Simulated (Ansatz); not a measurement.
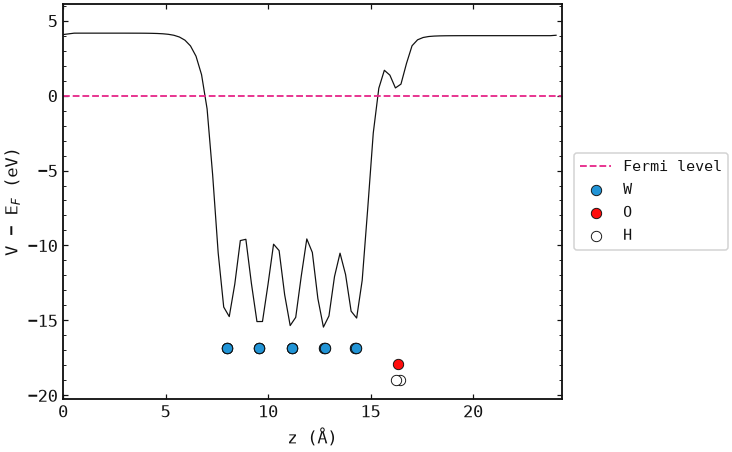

Plane-averaged electrostatic potential energy of an electron across the slab; circles at the bottom mark the heights of the atoms. System: a (100) slab cut from W (Im-3m), of composition H2W20O (not the bulk's), ended by W planes, 23 atoms in the cell, the whole at its places in the relaxed adsorbed structure. Computed with Ansatz: DFT PBE+D3(BJ), scalar-relativistic, plane waves, PAW, no spin polarisation, 3×3×1 k mesh.

The work function is 4.00 eV at the right face and 4.17 eV at the left. The vacuum levels differ by 0.17 eV, so the slab carries a dipole along its normal. The outermost atoms are 8.4 Å apart, which leaves 15.9 Å of vacuum in a cell 24.3 Å high.

The atoms aren't at rest in this cell (largest force 1.4 eV/Å), so the relaxed material can differ. Spin-orbit coupling is left out, which matters for W.
